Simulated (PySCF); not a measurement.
SMILES C[CH]CCCC(C)=O (C7H13O), doublet at its GFN2-xTB optimised geometry (Å):

```
21

C      1.8647    -0.7993    -2.8675
C      1.2584    -1.2493    -1.5960
C     -0.2059    -1.2851    -1.4022
C     -0.8316     0.1212    -1.2419
C     -0.2996     0.8306     0.0000
C     -0.8135     0.2187     1.2875
C      0.0604     0.4838     2.4891
O     -1.8348    -0.4154     1.3542
H      2.6541    -1.4835    -3.1896
H      2.3370     0.1857    -2.7656
H      1.1156    -0.7342    -3.6538
H      1.9139    -1.4757    -0.7722
H     -0.6846    -1.7478    -2.2727
H     -0.4601    -1.8732    -0.5192
H     -1.9139     0.0166    -1.1548
H     -0.6070     0.7172    -2.1277
H      0.7915     0.8306     0.0000
H     -0.6331     1.8732     0.0000
H     -0.4677     0.2315     3.4047
H      0.3753     1.5239     2.5124
H      0.9507    -0.1387     2.4142
```

Calculation: unrestricted PBE0/def2-SVP (PySCF). Cells within 0.4 Å of a nucleus heavier than hydrogen are left out (blank, or x).

Map of the deformation density (molecule minus spherical neutral atoms) (e/bohr³) on the plane z = 0.0 Å:

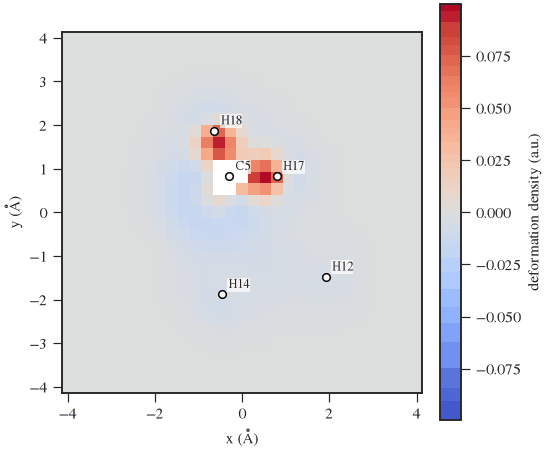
*Deformation density (molecule minus spherical neutral atoms) (e/bohr³) on the plane z = 0.0 Å.*
